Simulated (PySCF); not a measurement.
Cl2F2Ti, SMILES `F[Ti](F)(Cl)Cl`.

PySCF calculation, PBE0/def2-TZVP, gas phase; geometry: GFN2-xTB. This is a single-reference result, which may miss multireference character in this system. No frequency check shows the geometry to be a minimum. GFN2-xTB bond lengths at metals and heavier atoms can be off by up to 0.1 Å and shapes distorted, which carries into these values.

Cartesian coordinates (Å):

```
F1       0.0001   -1.2364    1.4652
Ti2     -0.0000   -0.3911    0.0000
F3      -0.0001   -1.2364   -1.4652
Cl4     -1.6653    0.9076    0.0001
Cl5      1.6654    0.9076   -0.0001
```

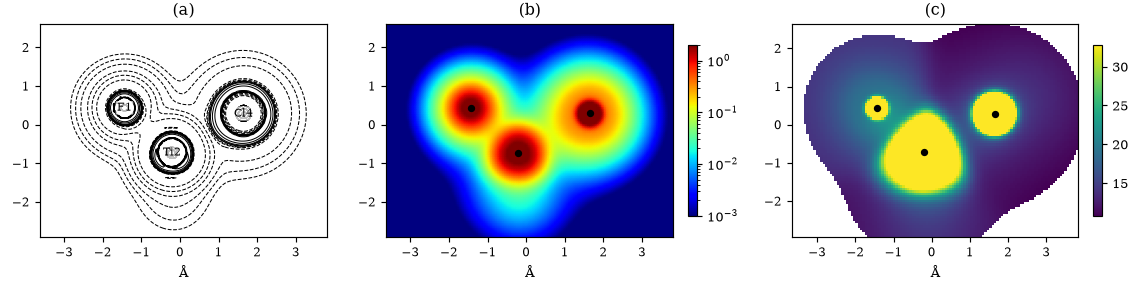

Three fields in the plane of F1, Ti2 and Cl4. (a): solid lines positive, dashed lines negative.

Question: The panels show, in some order, the average local ionisation energy, electron density and negative Laplacian of the density (−∇²ρ). Which is which?

Answer: (a) is the negative Laplacian of the density (−∇²ρ): shells alternate in sign around each nucleus and valence concentrations outline the bonding and non-bonding pairs. (b) is the electron density: it is positive everywhere and peaks at the nuclei. (c) is the average local ionisation energy: it is high near the heavier nuclei and lowest where loosely bound electrons reach out.
